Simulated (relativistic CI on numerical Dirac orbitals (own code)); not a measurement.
# Ta⁶³⁺: how the levels respond to the fine-structure constant and the nuclear radius

How sensitive are the low transitions of Ta⁶³⁺ to a change of α? Wanted is q = dE/dx with x = (α/α0)² − 1, and the field-shift factor by the mean square nuclear radius, for the lowest 30 levels.

Method: Dirac-Coulomb-Breit CI, KLI orbitals optimised for each configuration, derivatives by finite differences. Code: relativistic CI on numerical Dirac orbitals (own code) version 2.

## Step 1: The system

| Quantity | Value |
| --- | --- |
| ion | Ta⁶³⁺ (Ta LXIV) |
| nuclear charge | 73 |
| electrons | 10 |
| isotope | A = 181 |
| first configuration | [He] 2s2 2p6 |

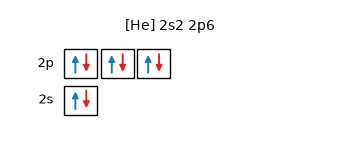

Occupation of the outer shells (arrows by Hund's rule).

## Step 2: Levels and derivatives

The run's settings:

```ini
atom Ta  Z=73  charge=63  electrons=10
nucleus A=181  rms_radius_fm=5.3507
hamiltonian dirac-coulomb  breit=on  qed=off  c_scale=1
orbitals kli  potential=per-configuration
slater_scale 1
correlation none
mixing on
configurations
  [He] 2s2 2p6
  [He] 2s2 2p5 3s
  [He] 2s2 2p5 3p
  [He] 2s2 2p5 3d
  [He] 2s 2p6 3s
  [He] 2s 2p6 3p
  [He] 2s 2p6 3d
  [He] 2s2 2p4 3s2
end
derivatives alpha2 +-0.01 radius +-1%
```

Results of the run (chosen fields of its result record, rounded):

```text
{
  "status": "converged",
  "levels [i, E_cm, J2, conf, term, w_term]": [
    [0, 0, 0, "2s2 2p6", "1S", 1],
    [1, 65016257, 4, "2s2 2p5 3s", "3P*", 0.9999],
    [2, 65084232, 2, "2s2 2p5 3s", "1P*", 0.6624],
    [3, 66229767, 2, "2s2 2p5 3p", "3P", 0.4936],
    [4, 66244206, 4, "2s2 2p5 3p", "3D", 0.5031],
    [5, 69094026, 6, "2s2 2p5 3p", "3D", 0.9999],
    [6, 69097463, 2, "2s2 2p5 3p", "1P", 0.561],
    [7, 69197467, 4, "2s2 2p5 3p", "3P", 0.6675],
    [8, 69658068, 0, "2s2 2p5 3p", "1S", 0.6204],
    [9, 70360596, 0, "2s2 2p5 3d", "3P*", 0.9996],
    [10, 70440157, 2, "2s2 2p5 3d", "3P*", 0.6597],
    [11, 70449222, 6, "2s2 2p5 3d", "3F*", 0.5392],
    [12, 70512621, 4, "2s2 2p5 3d", "3D*", 0.5452],
    [13, 71076351, 8, "2s2 2p5 3d", "3F*", 1],
    [14, 71132558, 4, "2s2 2p5 3d", "1D*", 0.4865],
    [15, 71213049, 6, "2s2 2p5 3d", "3D*", 0.707],
    [16, 71449700, 2, "2s2 2p5 3d", "1P*", 0.6295],
    [17, 75512324, 0, "2s2 2p5 3s", "3P*", 0.9987],
    [18, 75539984, 2, "2s2 2p5 3s", "3P*", 0.6616],
    [19, 76696280, 2, "2s2 2p5 3p", "3D", 0.737],
    [20, 77088694, 0, "2s2 2p5 3p", "3P", 0.6199],
    [21, 79370893, 2, "2s 2p6 3s", "3S", 0.6698],
    [22, 79626237, 4, "2s2 2p5 3p", "3D", 0.4967],
    [23, 79739243, 2, "2s2 2p5 3p", "3P", 0.3328],
    [24, 79761565, 0, "2s 2p6 3s", "1S", 0.9982],
    [25, 80699708, 2, "2s 2p6 3p", "3P*", 0.6256],
    [26, 80724904, 0, "2s 2p6 3p", "3P*", 0.9984],
    [27, 80941054, 4, "2s2 2p5 3d", "3F*", 0.7431],
    [28, 81166234, 2, "2s2 2p5 3d", "3D*", 0.4547],
    [29, 81622332, 4, "2s2 2p5 3d", "3P*", 0.4693]
  ],
  "sensitivity [i, q_alpha_cm, field_shift_GHz_per_fm2]": [
    [0, 0, 0],
    [1, -3.632e+06, 8062],
    [2, -3.622e+06, 8050],
    [3, -3.316e+06, 1013],
    [4, -3.336e+06, 1015],
    [5, 1.683e+05, 562.8],
    [6, 1.747e+05, 558.9],
    [7, 1.861e+05, 564.6],
    [8, 2.539e+05, 563.6],
    [9, 2.702e+05, 615.7],
    [10, 2.691e+05, 619.8],
    [11, 2.264e+05, 625.4],
    [12, 2.546e+05, 625.4],
    [13, 9.229e+05, 639.2],
    [14, 9.392e+05, 637.2],
    [15, 9.369e+05, 639.5],
    [16, 9.143e+05, 638.9],
    [17, 9.052e+06, 6666],
    [18, 9.04e+06, 6685],
    [19, 9.319e+06, -359.1],
    [20, 9.416e+06, -385.6],
    [21, 1.101e+07, -1.305e+04],
    [22, 1.285e+07, -808.5],
    [23, 1.197e+07, -6875],
    [24, 1.019e+07, -1.917e+04],
    [25, 1.057e+07, -2.444e+04],
    [26, 1.043e+07, -2.613e+04],
    [27, 1.293e+07, -743.4],
    [28, 1.273e+07, -2460],
    [29, 1.364e+07, -800.7]
  ],
  "n_levels_all": 30,
  "configurations [conf, odd, states]": [
    ["2s2 2p6", 0, 1],
    ["2s2 2p5 3s", 1, 12],
    ["2s2 2p5 3p", 0, 36],
    ["2s2 2p5 3d", 1, 60],
    ["2s 2p6 3s", 0, 4],
    ["2s 2p6 3p", 1, 12],
    ["2s 2p6 3d", 0, 20],
    ["2s2 2p4 3s2", 0, 15]
  ]
}
```

Run time: 0.54 s. Hardware: 1 thread, shared host.

The relative sensitivity K = 2q/E of the transition from the lowest level:

| level | energy (eV) | q (cm⁻¹) | K | field shift (GHz/fm²) |
| --- | --- | --- | --- | --- |
| 2p5 3s 3P°2 | 8060.99 | -3.632e+06 | -0.112 | 8.06e+03 |
| 2p5 3s [2p3/2^3 3s] J=1° | 8069.42 | -3.622e+06 | -0.111 | 8.05e+03 |
| 2p5 3p [2p3/2^3 3p1/2] J=1 | 8211.44 | -3.316e+06 | -0.100 | 1.01e+03 |
| 2p5 3p [2p3/2^3 3p1/2] J=2 | 8213.23 | -3.336e+06 | -0.101 | 1.01e+03 |
| 2p5 3p 3D3 | 8566.57 | 168300 | 0.005 | 563 |
| 2p5 3p [2p3/2^3 3p3/2] J=1 | 8566.99 | 174700 | 0.005 | 559 |
| 2p5 3p [2p3/2^3 3p3/2] J=2 | 8579.39 | 186100 | 0.005 | 565 |
| 2p5 3p [2p3/2^3 3p3/2] J=0 | 8636.50 | 253900 | 0.007 | 564 |
| 2p5 3d 3P°0 | 8723.60 | 270200 | 0.008 | 616 |
| 2p5 3d [2p3/2^3 3d3/2] J=1° | 8733.47 | 269100 | 0.008 | 620 |
| 2p5 3d [2p3/2^3 3d3/2] J=3° | 8734.59 | 226400 | 0.006 | 625 |
| 2p5 3d [2p3/2^3 3d3/2] J=2° | 8742.45 | 254600 | 0.007 | 625 |
| 2p5 3d 3F°4 | 8812.34 | 922900 | 0.026 | 639 |
| 2p5 3d [2p3/2^3 3d5/2] J=2° | 8819.31 | 939200 | 0.026 | 637 |
| 2p5 3d [2p3/2^3 3d5/2] J=3° | 8829.29 | 936900 | 0.026 | 640 |
| 2p5 3d [2p3/2^3 3d5/2] J=1° | 8858.63 | 914300 | 0.026 | 639 |
| 2p5 3s 3P°0 | 9362.33 | 9.052e+06 | 0.240 | 6.67e+03 |

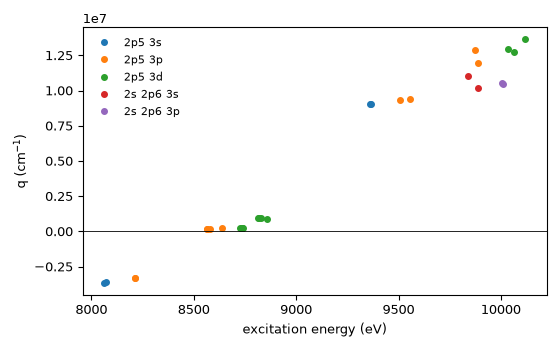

q against excitation energy, by configuration.

## Step 3: Summary of results

| quantity | value |
| --- | --- |
| lowest level | 2p6 1S0 |
| largest q in size, lowest 30 levels | 1.364e+07 cm⁻¹ (2p5 3d [2p1/2 2p3/2^4 3d5/2] J=2°) |
| largest field-shift factor among them | -2.61e+04 GHz/fm² (2s 2p6 3p 3P°0) |

In words: Among these levels the largest q belongs to 2p5 3d [2p1/2 2p3/2^4 3d5/2] J=2°, a change of configuration. K = 2q/E, the relative sensitivity of a level, hangs on the computed energy: between configurations that lie close it can be off by a factor of several.
